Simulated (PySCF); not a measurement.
```xyz
16

C     2.5110    0.0923    0.2860
Si    0.6919    0.0973    0.7970
C    -0.3951   -1.2172   -0.0630
C    -1.7577   -0.5641   -0.3428
Si   -1.4570    1.3010   -0.6138
O    -0.0428    1.4418    0.2000
H     3.0186    0.9630    0.6872
H     3.0131   -0.7886    0.6706
H     2.6331    0.1053   -0.7930
H     0.5065    0.1383    2.2505
H     0.0651   -1.5019   -1.0121
H    -0.5189   -2.1377    0.5071
H    -2.3986   -0.6940    0.5319
H    -2.2658   -1.0601   -1.1698
H    -1.1950    1.6641   -2.0041
H    -2.4160    2.1695    0.0570
```

Geometry: GFN2-xTB.

Theory: PBE0/pcSseg-1, SCF density, gas phase, non-relativistic in PySCF.

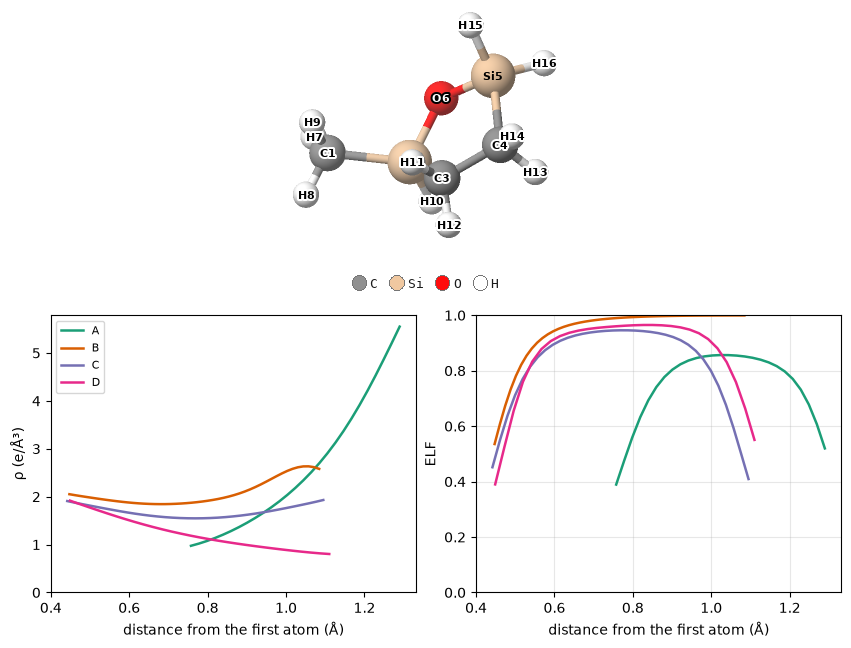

C$_{3}$H$_{10}$OSi$_{2}$. Total electron density and ELF along straight lines between neighbouring atoms. The curves leave out the atomic cores. The structure is drawn too.

### Which curve belongs to which contact (C–C, C–H, C–Si and Si–O)? The first atom named is at distance zero.

Curve A: Si–O (1.64 Å): ρ at the midpoint is about 1.1 e/Å³; the ELF peaks at about 0.85 between the atoms: a polar covalent bond. Curve B: C–H (1.08 Å): ρ at the midpoint is about 1.9 e/Å³; the ELF climbs to about 1 towards the hydrogen, as it does in any bond to H; an ordinary covalent bond to hydrogen. Curve C: C–C (1.54 Å): the density is about 1.5 e/Å³ at the midpoint; the ELF peaks at about 0.95 between the atoms: a covalent bond. Curve D: C–Si (1.89 Å): ρ is about 0.94 e/Å³ halfway; the ELF peaks at about 0.95 between the atoms (a covalent bond).
